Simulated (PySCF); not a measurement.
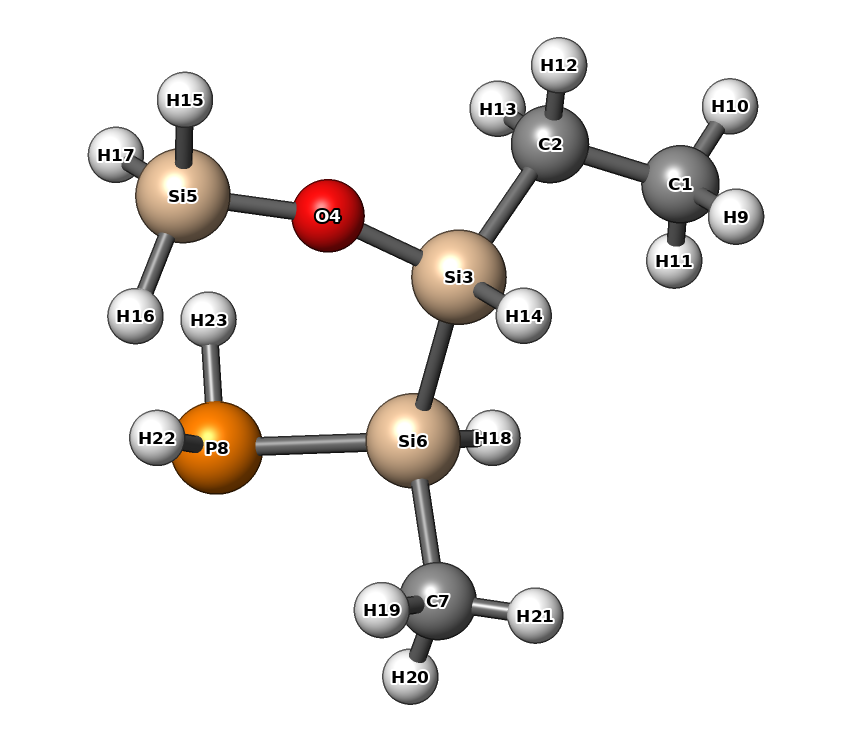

The thickness of each stick grows with its Mayer bond order. Computed geometry: GFN2-xTB optimisation. No frequency run is at hand to confirm it as a minimum. Level of theory: PBE0/pcSseg-1 (PySCF 2.14.0).

List the Mayer bond orders of C1–C2, C2–Si3, Si3–O4, Si3–Si6, O4–Si5, Si6–C7, Si6–P8 (bonds between heavy atoms, one of each equivalent set).

```
   bond  Mayer order  length (Å)
  C1–C2         1.05       1.523
 C2–Si3         0.90       1.906
 Si3–O4         0.89       1.630
Si3–Si6         0.83       2.334
 O4–Si5         0.94       1.618
 Si6–C7         0.95       1.910
 Si6–P8         1.01       2.260
```

The geometry is semi-empirical. Around P, Si such bond lengths and angles can be off by a tenth of an ångström or more and by several degrees, and values that hang on the shape move with them.
